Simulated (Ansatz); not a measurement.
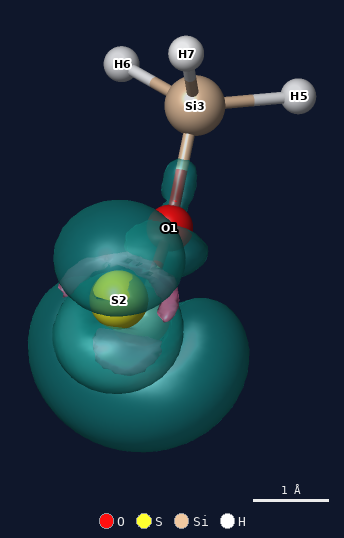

*H3OSSi2 (doublet). Isosurfaces of the spin density at +0.02 (teal) and −0.02 e/Å³ (pink), seen at an oblique angle.*

Geometry: PBE0-D3(BJ)/def2-SVP.

Method: Ansatz 0.2.0, isolated molecule in a Gaussian basis; Kohn-Sham density functional theory, functional PBE0.

```yaml
atoms:
  - { symbol: O, position_ang: [-1.4484, -1.2681, -0.5947] }
  - { symbol: S, position_ang: [1.6708, -0.6237, -1.1103] }
  - { symbol: Si, position_ang: [-2.5525, -0.2258, -1.3227] }
  - { symbol: Si, position_ang: [0.1385, -1.6149, -0.3735] }
  - { symbol: H, position_ang: [-3.3973, -1.0269, -2.2501] }
  - { symbol: H, position_ang: [-3.3927, 0.3733, -0.2501] }
  - { symbol: H, position_ang: [-1.8188, 0.8357, -2.0675] }
```

> Describe the spin distribution.

The unpaired spin (1 electron) lies mostly on Si4 (about 0.6) and S2 (about 0.3), in electrons by Hirshfeld's partition.
